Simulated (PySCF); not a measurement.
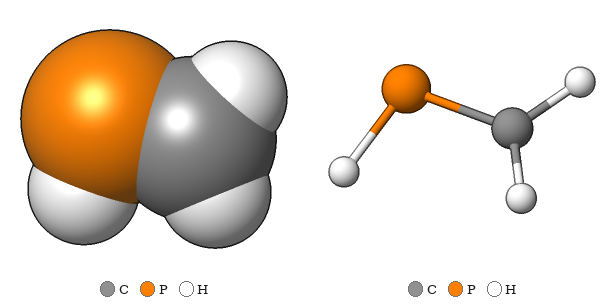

Both panels show the same species.

What does the picture show?

Formula CH₃P. SMILES: `C=P`. This geometry has Cs symmetry. All atoms lie on one plane. Coordination: 1 C trigonal planar; 1 P bent.

More results for the same structure follow; atom numbers are the same in all pictures, views and colours differ. The geometry was computed by an optimisation with PBE0-D3(BJ)/def2-SVP. No frequency run is at hand to confirm it as a minimum.

### Geometry

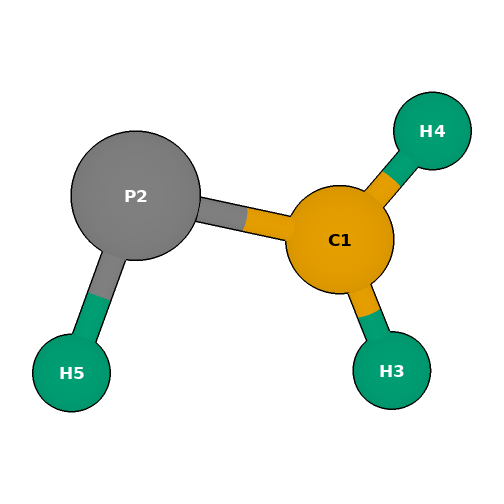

No frequency run is at hand to confirm it as a minimum.

Estimate the angles P2–C1–H3, P2–C1–H4, H3–C1–H4, C1–P2–H5.

```csv
angle,degrees
P2–C1–H3,125.4
P2–C1–H4,119.1
H3–C1–H4,115.5
C1–P2–H5,97.6
```

### Dipole moment

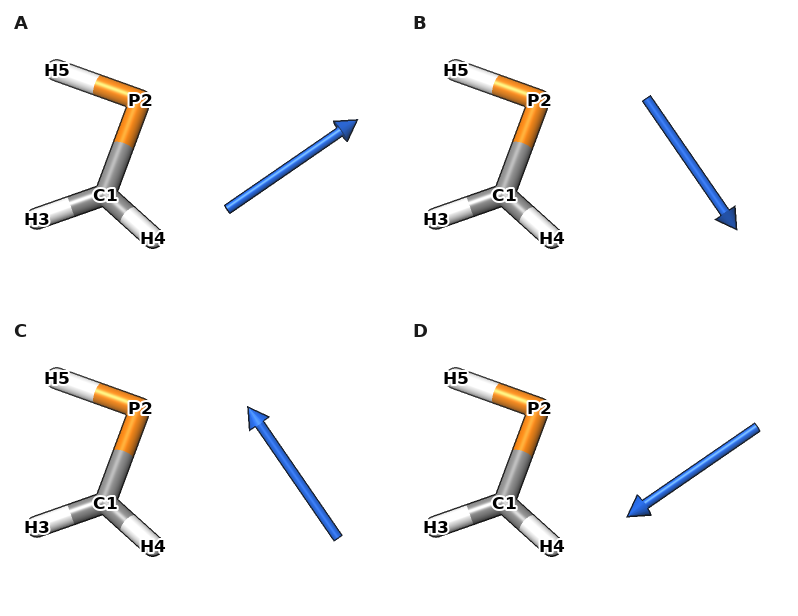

The same molecule four times, each with an arrow. No frequency run is at hand to confirm it as a minimum. Level of theory: PBE0/pcSseg-1 in chloroform (IEF-PCM) (PySCF 2.14.0).

**Which arrow points along the dipole moment, from the negative to the positive end?**

D. The dipole moment is 1.28 D; it points from the side of P2 to the side of H3 (the outermost atoms at the two ends).

### NMR shielding

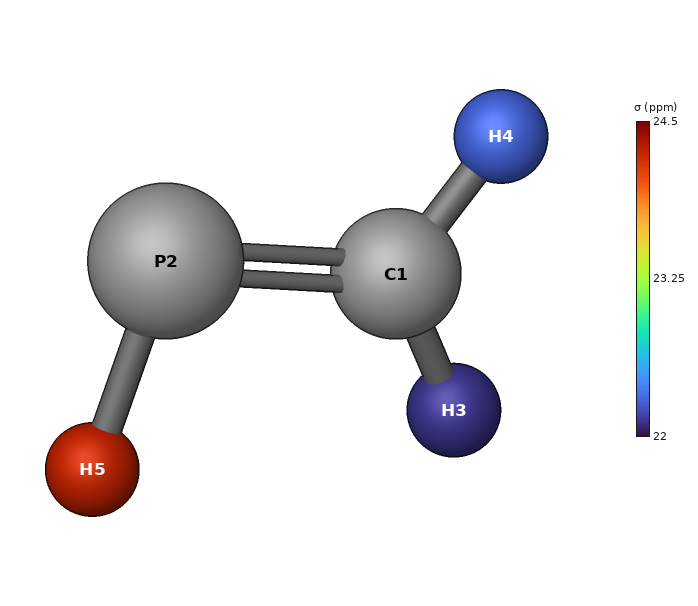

Atoms are coloured by their isotropic NMR shieldings (H only, the others grey). No frequency run is at hand to confirm it as a minimum. Level of theory: GIAO PBE0/pcSseg-1 NMR shielding, non-relativistic, IEF-PCM water (PySCF 2.14.0).

List the isotropic NMR shieldings of the H atoms.

```csv
atom,σ (ppm)
H3,22.13
H4,22.30
H5,24.25
```

### Levels of theory compared

No frequency run is at hand to confirm it as a minimum. Program: PySCF 2.14.0.

Compare HOMO–LUMO gap (eV) at these levels: BHandHLYP/aug-pcX-1 (pcseg-1 on H) (def2-SVPD on P); PBE0/pcSseg-1 in chloroform (IEF-PCM); PBE0/pcSseg-1 in water (IEF-PCM); ωB97X-D/def2-SVPD; ωB97X-D/def2-SVPD in chloroform (IEF-PCM); ωB97X-D/def2-SVPD in water (IEF-PCM).

| level | HOMO–LUMO gap (eV) |
| --- | --- |
| BHandHLYP/aug-pcX-1 (pcseg-1 on H) (def2-SVPD on P) | 7.92 |
| PBE0/pcSseg-1 in chloroform (IEF-PCM) | 6.06 |
| PBE0/pcSseg-1 in water (IEF-PCM) | 6.06 |
| ωB97X-D/def2-SVPD | 9.65 |
| ωB97X-D/def2-SVPD in chloroform (IEF-PCM) | 9.66 |
| ωB97X-D/def2-SVPD in water (IEF-PCM) | 9.67 |
